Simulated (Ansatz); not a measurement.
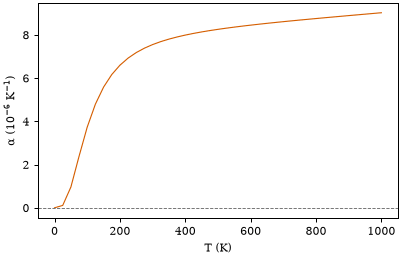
Linear thermal expansion of Cu (fcc (Cu type), Fm-3m) from the quasi-harmonic free energy, PBEsol in Ansatz (a first-principles code)

The pressure is 30 GPa. The structure is held there; whether it is the stable one at that pressure was not tested.

Problem. Read off α at 300 K, and say whether it is negative anywhere.

Solution. About 7.6 × 10⁻⁶ K⁻¹. It is not negative in the range shown.

The PAW data sets were generated under PBE and serve the other functionals too.
